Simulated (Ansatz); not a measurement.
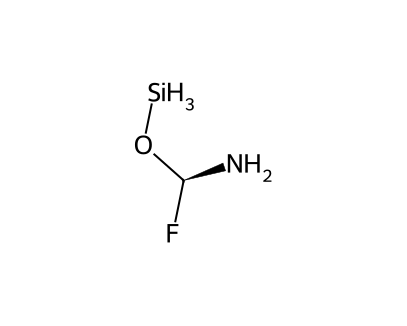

Figure made from data computed with Ansatz.

2D structure.

> Give its SMILES.

N[C@@H](F)O[SiH3]

> What is the molecular formula?

CH6FNOSi.

> An optimisation with PBE-D4/def2-SVP gave a structure of which point group?

C1.
